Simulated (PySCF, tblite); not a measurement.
# C₅H₈NSi−: geometry, infrared bands and NMR shifts

Wanted: the infrared bands and NMR shifts of C₅H₈NSi− (`C=C[Si-](C#N)CC`), by calculation.

Programs: tblite 0.8.0 and PySCF 2.14.0, with density-fitted response routines of our own. Each step states its level of theory. These are calculated values for one molecule in the gas phase, unless marked as measured. Atoms count from 0, in the outputs and in this text.

### 1 The starting structure

15 atoms, charge -1, multiplicity 1; geometry from: force field or distance geometry start.

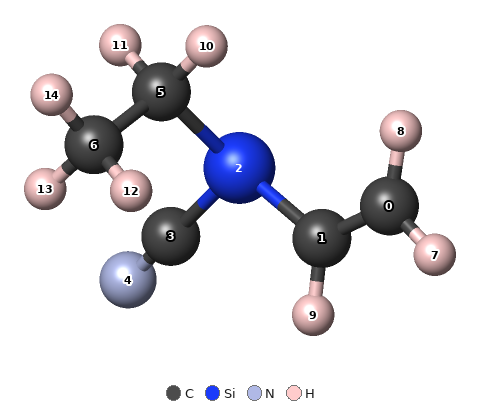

The starting geometry (carbon dark grey, silicon blue, nitrogen light blue, hydrogen pink), atoms numbered; sticks join atoms by distance.

### 2 Optimising the geometry with GFN2-xTB

The job: settings as JSON, then the geometry in Å.

```
{"job": {"kind": "relax", "xc": "GFN2-xTB", "basis": "xTB"}, "charge": -1, "multiplicity": 1}
C      2.433800     0.642000    -0.728700
C      1.746500     0.109000     0.286100
Si     0.371200    -1.098700     0.170600
C     -0.126300    -1.865000     1.789500
N     -0.430700    -2.359400     2.815400
C     -1.104500    -0.388200    -0.767400
C     -1.798400     0.797300    -0.109300
H      3.240100     1.352700    -0.538500
H      2.209500     0.415000    -1.766300
H      2.014200     0.371600     1.318800
H     -0.766400    -0.084700    -1.764500
H     -1.837300    -1.190600    -0.914800
H     -1.123100     1.643700     0.034100
H     -2.192500     0.525400     0.876700
H     -2.640400     1.137700    -0.723800
```

Command:

```bash
$ OMP_NUM_THREADS=1 python probes_run.py task.json out
```

This one command runs all jobs of the session in turn.

The log of the run:

```text
step      E/eV     max force
  0    -529.98525    1.898
  1    -530.02059    3.606
  2    -530.11568    0.943
  3    -530.17855    1.109
  4    -530.22221    1.293
  5    -530.23719    0.583
  6    -530.24451    0.387
  7    -530.24908    0.540
  8    -530.25772    0.467
  9    -530.26169    0.255
 10    -530.26485    0.153
 11    -530.26761    0.190
 12    -530.27241    0.319
 13    -530.27861    0.321
 14    -530.28534    0.196
 15    -530.29145    0.211
 16    -530.29805    0.303
 17    -530.30522    0.377
 18    -530.31192    0.332
 19    -530.31712    0.192
 20    -530.32070    0.157
 21    -530.32363    0.167
 22    -530.32763    0.219
 23    -530.33293    0.190
 24    -530.33806    0.181
 25    -530.34197    0.176
 26    -530.34457    0.255
 27    -530.34726    0.254
 28    -530.34945    0.226
 29    -530.35149    0.076
 30    -530.35238    0.077
 31    -530.35404    0.168
 32    -530.35542    0.207
 33    -530.35676    0.176
 34    -530.35767    0.092
 35    -530.35840    0.077
 36    -530.35908    0.081
 37    -530.35990    0.118
 38    -530.36099    0.124
 39    -530.36240    0.123
 40    -530.36393    0.081
 41    -530.36530    0.092
 42    -530.36629    0.128
 43    -530.36743    0.106
 44    -530.36923    0.106
 45    -530.37198    0.134
 46    -530.37366    0.106
 47    -530.37520    0.105
 48    -530.37613    0.073
 49    -530.37702    0.088
 50    -530.37812    0.086
 51    -530.37924    0.083
 52    -530.37987    0.059
 53    -530.38021    0.057
 54    -530.38047    0.036
 55    -530.38070    0.040
 56    -530.38094    0.044
 57    -530.38123    0.053
 58    -530.38152    0.053
 59    -530.38174    0.040
 60    -530.38192    0.033
 61    -530.38209    0.036
 62    -530.38223    0.031
 63    -530.38231    0.016
 64    -530.38235    0.016
 65    -530.38239    0.021
 66    -530.38245    0.020
 67    -530.38253    0.016
 68    -530.38261    0.021
 69    -530.38267    0.028
 70    -530.38273    0.028
 71    -530.38281    0.025
 72    -530.38293    0.030
 73    -530.38310    0.043
 74    -530.38329    0.050
 75    -530.38347    0.038
 76    -530.38362    0.028
 77    -530.38374    0.025
 78    -530.38383    0.024
 79    -530.38388    0.018
 80    -530.38391    0.014
 81    -530.38394    0.012
 82    -530.38397    0.023
 83    -530.38400    0.025
 84    -530.38402    0.017
 85    -530.38403    0.009
```

Run time: 0.94 s. Hardware: 1 thread of Intel Xeon at 2.70GHz, shared host; peak memory 0.18 GiB.

The steps of the relaxation: (not every step is listed)

```csv
step,energy from step 0 (eV),largest force (eV/Å)
0,0.0000,1.8976
1,-0.0353,3.6056
2,-0.1304,0.9427
3,-0.1933,1.1095
4,-0.2370,1.2927
5,-0.2519,0.5826
6,-0.2593,0.3869
7,-0.2638,0.5396
8,-0.2725,0.4666
15,-0.3062,0.2108
22,-0.3424,0.2190
29,-0.3662,0.0758
36,-0.3738,0.0811
43,-0.3822,0.1058
50,-0.3929,0.0860
57,-0.3960,0.0534
64,-0.3971,0.0163
71,-0.3976,0.0251
78,-0.3986,0.0241
80,-0.3987,0.0136
81,-0.3987,0.0124
82,-0.3987,0.0234
83,-0.3988,0.0255
84,-0.3988,0.0168
85,-0.3988,0.0087
```

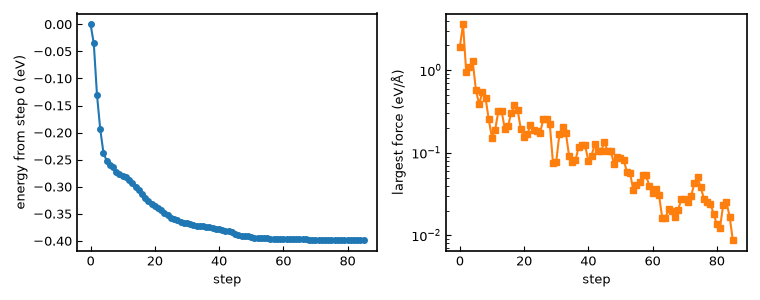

Energy and force, step by step.

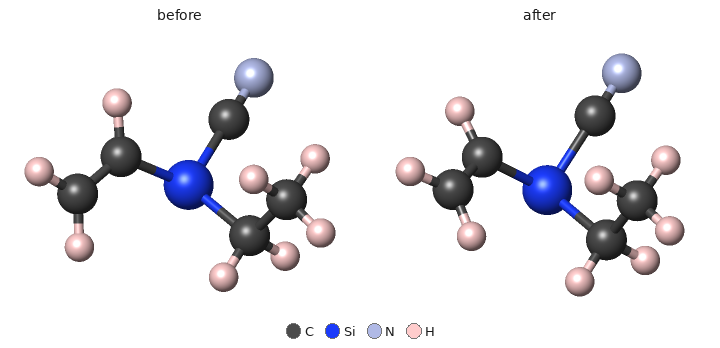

Before and after, at one scale.

Close pairs (by a distance rule), those that changed most:

```csv
bond,before (Å),after (Å),change (Å)
Si2–C5,1.887,1.921,+0.034
C1–Si2,1.834,1.866,+0.032
C3–N4,1.179,1.161,-0.018
Si2–C3,1.859,1.849,-0.010
C1–H9,1.099,1.090,-0.009
C6–H13,1.096,1.090,-0.006
C0–H7,1.092,1.087,-0.005
C0–C1,1.337,1.333,-0.004
```

The next job starts from the end point, and lists it.

### 3 Harmonic vibrations with GFN2-xTB

The job: settings as JSON, then the geometry in Å.

```
{"job": {"kind": "ir", "xc": "GFN2-xTB", "basis": "xTB"}, "charge": -1, "multiplicity": 1}
C      2.134268     0.811117    -0.606593
C      1.740309    -0.067032     0.315198
Si     0.403437    -1.352974     0.109902
C     -0.256499    -1.524404     1.828293
N     -0.596227    -1.921958     2.864598
C     -1.040894    -0.511324    -0.836774
C     -1.601109     0.723588    -0.146581
H      3.016938     1.436354    -0.503844
H      1.572039     0.962999    -1.518482
H      2.377732    -0.184244     1.191582
H     -0.687833    -0.238914    -1.837678
H     -1.847086    -1.238508    -0.987551
H     -0.813677     1.463645    -0.001124
H     -1.999951     0.455625     0.832296
H     -2.405861     1.194019    -0.725155
```

The log of the run:

```text
mode    cm-1     km/mol
  1      60.6      1.10
  2      88.2      4.28
  3      96.3      4.48
  4     135.0      1.31
  5     147.7      0.25
  6     249.5      0.13
  7     279.3      3.08
  8     320.7      1.08
  9     340.1     15.88
 10     363.9      6.67
 11     495.6     34.20
 12     589.2      7.08
 13     676.5     17.07
 14     716.0     33.11
 15     741.2     16.71
 16     808.7     14.15
 17     983.0      2.75
 18    1000.5      3.20
 19    1014.9      3.80
 20    1019.5      5.10
 21    1067.4     19.10
 22    1269.0      1.87
 23    1291.4      4.59
 24    1305.1      4.28
 25    1410.2      1.42
 26    1435.3     72.89
 27    1518.6      1.20
 28    1524.7      0.21
 29    1533.6      6.61
 30    1603.9    113.07
 31    2214.2    569.47
 32    2893.0    169.94
 33    2898.2     99.07
 34    2930.7    123.56
 35    2942.4     95.86
 36    2971.9    256.95
 37    2992.8     47.18
 38    3000.1     20.38
 39    3039.4     98.30
```

Wall time 0.88 s (1 thread of Intel Xeon at 2.70GHz, shared host); peak memory 0.18 GiB.

The strongest bands and the atoms that carry them (share of the mass-weighted mode):

```csv
cm⁻¹,km/mol,atoms
1604,113.1,"C0 45 %, C1 38 %"
2214,569.5,"C3 58 %, N4 42 %"
2893,169.9,H14 89 %
2898,99.1,"H11 48 %, H10 43 %"
2931,123.6,"H10 48 %, H11 43 %"
2942,95.9,"H9 68 %, H7 25 %"
2972,256.9,"H7 67 %, H9 24 %"
3039,98.3,H8 93 %
```

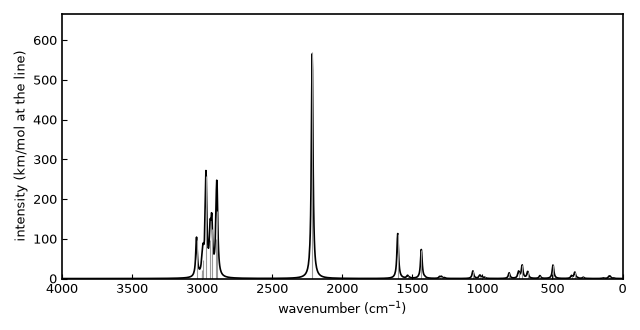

The infrared spectrum from these modes, unscaled. Lines are broadened to a width of 14 cm⁻¹ (Lorentzian).

### 4 Nuclear shieldings: PBE0/pcSseg-1

The job, as its differences from that of step 3:

```diff
@@ -1,2 +1,2 @@
-{"job": {"kind": "ir", "xc": "GFN2-xTB", "basis": "xTB"}, "charge": -1, "multiplicity": 1}
+{"job": {"kind": "nmr", "xc": "PBE0", "basis": "pcSseg-1"}, "charge": -1, "multiplicity": 1}
 C      2.134268     0.811117    -0.606593
```

Method: GIAO PBE0/pcSseg-1 NMR shielding, non-relativistic, gas phase.

The log of the run:

```text
coarse grid: 13080 points
cycle   1  E = -538.9888080758  dE =  5.216e-01  |g| = 5.616e-01  |ddm| = 3.504e+00
cycle   2  E = -538.9393172445  dE =  4.949e-02  |g| = 7.540e-01  |ddm| = 1.402e+00
cycle   3  E = -539.0738160336  dE = -1.345e-01  |g| = 1.930e-01  |ddm| = 7.082e-01
cycle   4  E = -539.0819480627  dE = -8.132e-03  |g| = 5.392e-02  |ddm| = 1.653e-01
cycle   5  E = -539.0825320072  dE = -5.839e-04  |g| = 1.770e-02  |ddm| = 5.874e-02
cycle   6  E = -539.0826122995  dE = -8.029e-05  |g| = 4.229e-03  |ddm| = 2.100e-02
cycle   7  E = -539.0826168524  dE = -4.553e-06  |g| = 1.691e-03  |ddm| = 6.627e-03
final grid: 121936 points
cycle   8  E = -539.1232538835  dE = -2.527e-05  |g| = 8.275e-03  |ddm| = 2.366e-02
cycle   9  E = -539.1232406570  dE =  1.323e-05  |g| = 1.085e-02  |ddm| = 1.724e-02
cycle  10  E = -539.1232711359  dE = -3.048e-05  |g| = 1.734e-03  |ddm| = 1.099e-02
cycle  11  E = -539.1232718369  dE = -7.010e-07  |g| = 5.449e-04  |ddm| = 1.723e-03
cycle  12  E = -539.1232718965  dE = -5.957e-08  |g| = 1.651e-04  |ddm| = 5.169e-04
cycle  13  E = -539.1232719025  dE = -6.051e-09  |g| = 5.465e-05  |ddm| = 1.812e-04
cycle  14  E = -539.1232719032  dE = -7.265e-10  |g| = 1.152e-05  |ddm| = 5.791e-05
converged SCF energy = -539.1232719032

GIAO shielding tensors (ppm)
atom      isotropic    diamagn.    paramagn.     s11        s22        s33       span
  0 C       77.352     254.735    -177.383    -34.949    101.841    165.164    200.113
  1 C       19.105     258.441    -239.337   -127.247     18.096    166.464    293.711
  2 Si     387.795     880.377    -492.582    321.003    392.556    449.826    128.822
  3 C       41.385     260.472    -219.087    -83.690    -77.016    284.860    368.550
  4 N      -99.192     342.032    -441.223   -266.512   -224.099    193.035    459.547
  5 C      173.020     250.523     -77.503    154.572    179.016    185.473     30.900
  6 C      172.091     247.889     -75.798    152.346    177.870    186.057     33.711
  7 H       26.518      30.162      -3.644     22.676     25.707     31.171      8.495
  8 H       26.934      34.001      -7.066     23.767     25.058     31.978      8.211
  9 H       24.250      31.248      -6.998     19.464     25.744     27.543      8.080
 10 H       31.059      32.833      -1.774     27.735     28.812     36.631      8.897
 11 H       31.026      31.549      -0.524     26.683     29.398     36.996     10.314
 12 H       29.998      32.556      -2.558     25.311     30.243     34.441      9.129
 13 H       30.454      31.778      -1.325     25.798     30.030     35.532      9.734
 14 H       30.698      30.234       0.464     24.926     28.594     38.574     13.648
```

Run time: 46 s. Hardware: 1 thread of Intel Xeon at 2.70GHz, shared host; peak memory 0.83 GiB.

The references, computed at this level on geometries of the same kind, shield at (ppm): 1H TMS 31.72, 13C TMS 186.9, 29Si TMS 349.2, 15N NH3 267.7. Their shielding less the atom's gives the shift. The references are single molecules in the gas phase, so shifts against H2O, NH3, PH3, H3PO4 or CFCl3 are not on the usual liquid scales and can be off by tens of ppm. Atoms listed in one row are averaged.

```csv
atoms,environment,σ (ppm),δ (ppm)
C1,alkene CH,19.1,167.8
C3,nitrile carbon,41.4,145.5
C0,terminal =CH2 carbon,77.4,109.6
C6,methyl carbon,172.1,14.8
C5,sp3 CH2 bonded to Si,173.0,13.9
H9,hydrogen on an alkene CH,24.25,7.47
H7,hydrogen on a terminal =CH2 carbon,26.52,5.20
H8,hydrogen on a terminal =CH2 carbon,26.93,4.78
"H12, H13, H14",hydrogen on a methyl carbon,30.38,1.33
"H10, H11",hydrogen on an sp3 CH2 bonded to Si,31.04,0.67
Si2,silicon bonded to 3 C,387.8,-38.6
N4,nitrile nitrogen,-99.2,366.9
```

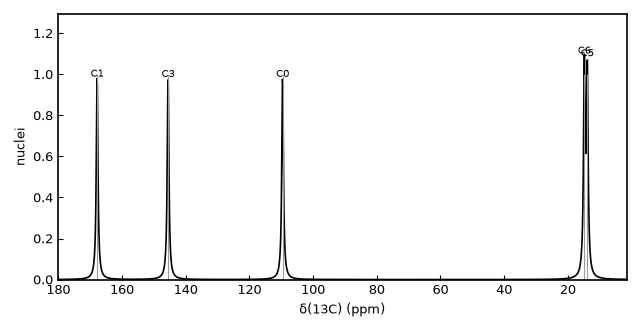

13C lines at the computed shifts, without couplings. Lines are broadened to a width of 0.62 ppm (Lorentzian).

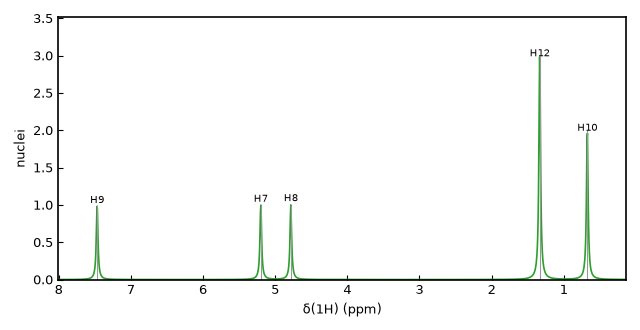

1H lines at the computed shifts, without couplings. Lines are broadened to a width of 0.03 ppm (Lorentzian).

The run also stored atomic charges by several schemes (e):

```csv
atoms,Mulliken,IAO,Hirshfeld,ESP fit
C0,-0.26,-0.39,-0.17,-0.43
C1,-0.46,-0.39,-0.16,-0.02
Si2,0.43,0.24,-0.05,-0.90
C3,-0.22,-0.15,-0.09,0.57
N4,-0.35,-0.36,-0.33,-0.66
C5,-0.57,-0.50,-0.17,0.17
C6,-0.28,-0.41,-0.14,-0.30
```

Mulliken charges:

C0 -0.26; C1 -0.46; Si2 0.43; C3 -0.22; N4 -0.35; C5 -0.57; C6 -0.28; H7 0.06; H8 0.07; H9 0.08; H10 0.10; H11 0.10; H12 0.11; H13 0.11; H14 0.06

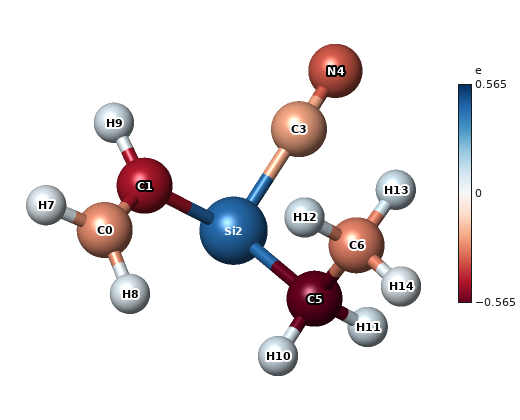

Mulliken charges, as colours on the atoms.

Mayer bond orders: C0–C1 1.90, C1–Si2 0.92, Si2–C3 0.86, C3–N4 2.88, Si2–C5 0.86, C5–C6 1.04.

### 5 Outcome

```
                                                              quantity                                value
                             strongest single infrared mode (GFN2-xTB)                2214 cm⁻¹, 569 km/mol
                                          zero-point energy (GFN2-xTB)                        71.4 kcal/mol
                                13C shifts against TMS (PBE0/pcSseg-1)  167.8, 145.5, 109.6, 14.8, 13.9 ppm
1H shifts against TMS (PBE0/pcSseg-1, means over atoms taken as alike)     7.47, 5.20, 4.78, 1.33, 0.67 ppm
                               29Si shifts against TMS (PBE0/pcSseg-1)                            -38.6 ppm
                                15N shifts against NH3 (PBE0/pcSseg-1)                            366.9 ppm
```

In words: Over 85 steps the energy fell by 0.399 eV; of the close pairs, Si2–C5 changed most, 1.887 to 1.921 Å. No mode is imaginary among the 39: a minimum at this level. The strongest single mode, at 2214 cm⁻¹, moves mainly C3 and N4. GFN2-xTB is a fitted tight-binding method: band positions and strengths are rough. Its intensities can rank the bands wrongly. At PBE0/pcSseg-1: The widest tensor belongs to N4: span 460 ppm, with a paramagnetic part of -441 ppm.
